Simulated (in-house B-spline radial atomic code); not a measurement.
# I: excited configurations

How much energy does it take to promote electrons of I to other shells? Each configuration is solved by itself and compared with the reference.

Method: scalar-relativistic (spin-free one-electron X2C) Hartree-Fock, spin-polarised, average of configuration, Fermi nucleus, basis-set limit. Code: in-house B-spline radial atomic code version 1.

### 1 The system

```
element       : iodine (Z = 53)
charge        : 0
electrons     : 53
configuration : [Kr] 4d10 5s2 5p5
Hamiltonian   : scalar-relativistic (X2C)
nucleus       : Fermi, rms radius 4.750 fm
```

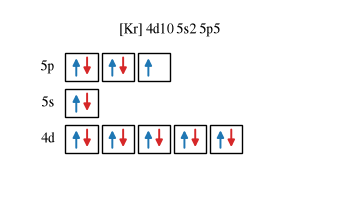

Occupation of the outer shells (arrows by Hund's rule).

Where spins are not typed, each open shell is filled with up spins first.

Settings, as recorded:

```ini
Z = 53
electrons = 53.0
configuration = [Kr] 4d10 5s2 5p5
hamiltonian = x2c
method = hf
spin_polarised = True
nucleus = fermi
rms_radius = 4.75
mass_number = 127
atomic_mass = 126.904472592
speed_of_light = 137.035999084
```

From the earlier run of the reference: total energy -7112.753200 hartree. Levels, eight at most:

```
orbital  occupation  energy (eV)  <r> (bohr)
  4p up           3      -152.07      0.7923
4p down           3      -151.85      0.7930
  4d up           5      -62.749      0.9210
4d down           5      -62.593      0.9180
  5s up           1      -25.100       2.016
5s down           1      -22.607       2.013
  5p up           3      -11.422       2.460
5p down           2      -10.239       2.507
```

### 2 Configuration [Kr] 4d9 5s2 5p5 6p1

Settings, as recorded:

```ini
Z = 53
electrons = 53.0
configuration = [Kr] 4d9 5s2 5p5 6p1
hamiltonian = x2c
method = hf
spin_polarised = True
nucleus = fermi
rms_radius = 4.75
mass_number = 127
atomic_mass = 126.904472592
speed_of_light = 137.035999084
```

### 3 [Ar] 3d10 4s2 4p5 4d10 4f1 5s2 5p5

Settings: those of step 2 with these lines changed.

```diff
@@ -2,3 +2,3 @@
 electrons = 53.0
-configuration = [Kr] 4d9 5s2 5p5 6p1
+configuration = [Ar] 3d10 4s2 4p5 4d10 4f1 5s2 5p5
 hamiltonian = x2c
```

### 4 [Kr] 4d10 4f1 5s1 5p5

Settings: those of step 3 with these lines changed.

```diff
@@ -2,3 +2,3 @@
 electrons = 53.0
-configuration = [Ar] 3d10 4s2 4p5 4d10 4f1 5s2 5p5
+configuration = [Kr] 4d10 4f1 5s1 5p5
 hamiltonian = x2c
```

### 5 [Kr] 4d10 5s2 5p4 5f1

Settings: those of step 4 with these lines changed.

```diff
@@ -2,3 +2,3 @@
 electrons = 53.0
-configuration = [Kr] 4d10 4f1 5s1 5p5
+configuration = [Kr] 4d10 5s2 5p4 5f1
 hamiltonian = x2c
```

### 6 Configuration [Kr] 4d9 5s2 5p5 6s1

Settings: those of step 5 with these lines changed.

```diff
@@ -2,3 +2,3 @@
 electrons = 53.0
-configuration = [Kr] 4d10 5s2 5p4 5f1
+configuration = [Kr] 4d9 5s2 5p5 6s1
 hamiltonian = x2c
```

Q: How far above the reference does each configuration lie (order and size, in eV)?

As calculated:

| net move | configuration | 2|M_S|+1 | energy above the reference (eV) | largest <r> (bohr) |
| --- | --- | --- | --- | --- |
| 5p → 5f | [Kr] 4d10 5s2 5p4 5f1 | 4 | 9.005 | 31.4 |
| 5s → 4f | [Kr] 4d10 4f1 5s1 5p5 | 4 | 20.646 | 17.9 |
| 4d → 6s | [Kr] 4d9 5s2 5p5 6s1 | 4 | 54.209 | 6.30 |
| 4d → 6p | [Kr] 4d9 5s2 5p5 6p1 | 4 | 55.329 | 8.54 |
| 4p → 4f | [Ar] 3d10 4s2 4p5 4d10 4f1 5s2 5p5 | 4 | 144.89 | 18.0 |

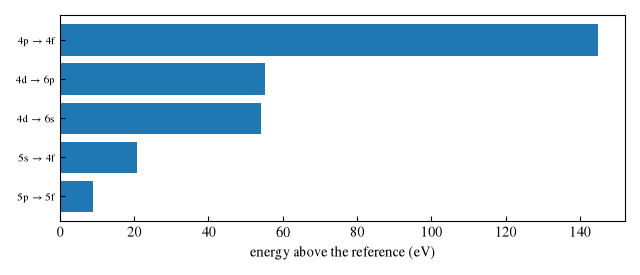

The configurations in order of energy, labelled by the net move of electrons.

Quantum defects of the promoted electron, δ = n − ζ/√(−2ε) with ζ = 1 and ε its orbital energy in hartree:

| promotion | δ |
| --- | --- |
| 4d → 6s | 3.993 |
| 4d → 6p | 3.534 |

What this shows: The energies run from 9.005 eV (5p → 5f) to 144.89 eV (4p → 4f). 4 of them lie more than 2 % above the ionisation threshold that Koopmans' theorem gives (10.239 eV), where such states can decay by emitting an electron. Of those tabulated, the defect is largest for 6s (3.99) and least for 6p (3.53): low angular momentum penetrates the core, high angular momentum stays outside it. Two partly filled shells share a symmetry and can mix in the average, which may lower the energy, for: 4p → 4f. The reference has 2|M_S|+1 = 2; 5 of the configurations differ from it in spin. These are spherical averages at the typed spins, without correlation, not spectroscopic levels.
